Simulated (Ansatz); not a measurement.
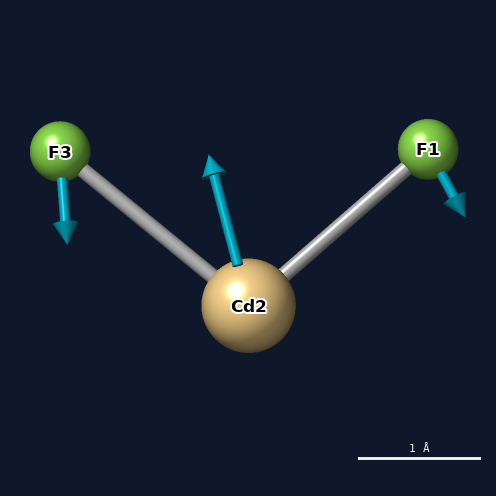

Arrows show the forces on the atoms, 0.5 Å of arrow for 1 eV/Å; forces under a tenth of the largest aren't drawn. Level of theory: PBE0-D4/def2-TZVPP (Ansatz 0.2.0).

### On which atom is the force largest, and how large is it?

On Cd2: 1.93 eV/Å.

### Which bond do the forces act along most?

Cd2–F3, now 2.026 Å: the forces pull its atoms together, so a first step downhill shortens it.

List the force components in the frame of the picture (x right, y up, z towards the viewer), in eV/Å.

| atom | Fx | Fy | Fz |
| --- | --- | --- | --- |
| F1 | 0.40 | −0.73 | 0.14 |
| Cd2 | −0.48 | 1.83 | −0.36 |
| F3 | 0.08 | −1.10 | 0.22 |
